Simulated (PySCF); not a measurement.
Consider F$_{3}$PSi (trifluorosilylphosphinidene F3Si-P) (triplet).

Input file:

```
{"job": {"kind": "epr"}, "charge": 0, "multiplicity": 3}
F     -0.399263    -1.048048    -0.947303
Si     0.250616     0.072799    -0.001032
F     -0.044797     1.497024    -0.677815
F     -0.549160     0.039675     1.388918
P      2.435099    -0.265619     0.292828
```

Run with:

```sh
OMP_NUM_THREADS=1 python probes_run.py task.json out
```

Geometry: PBE0-D3(BJ)/def2-SVP.

Computed with UKS B3LYP, IGLO-III on F P Si, non-relativistic, mean-field spin-orbit, GIAO in PySCF 2.14.0, density-fitted response routines.

Predict the electron density, electron localisation function and spin density between the atoms.

Si–F (1.60 Å): the density is about 0.71 e/Å³ at the midpoint; the ELF is about 0.10 at the midpoint.
Si–P (2.23 Å): ρ is about 0.88 e/Å³ halfway; the ELF is about 0.75 at the midpoint and 0.10 at its lowest between the atoms.
The unpaired spin (2 electrons) lies mostly on P5 (about 1.6) and Si2 (about 0.3), in electrons by Hirshfeld's partition.

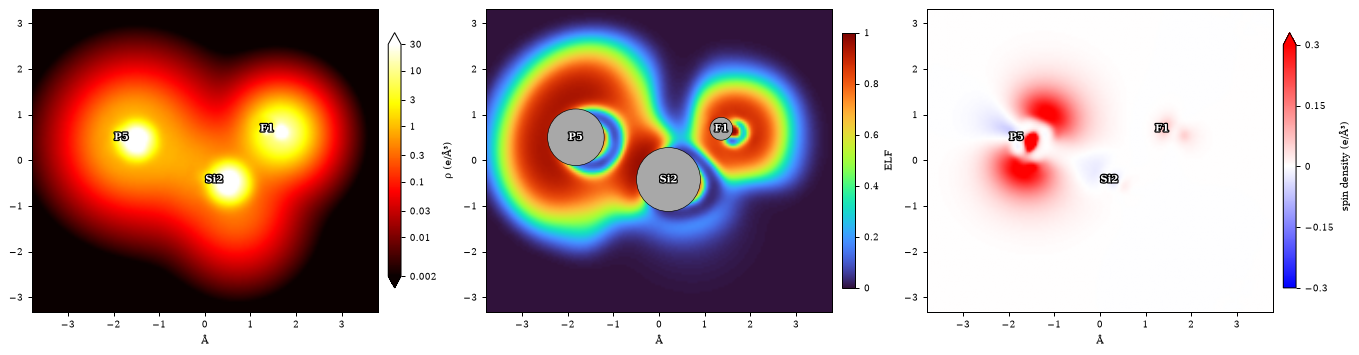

Computed electron density, electron localisation function and spin density on the plane of atoms F1, Si2 and P5, in this order. Grey discs cover the atomic cores in the ELF map. 
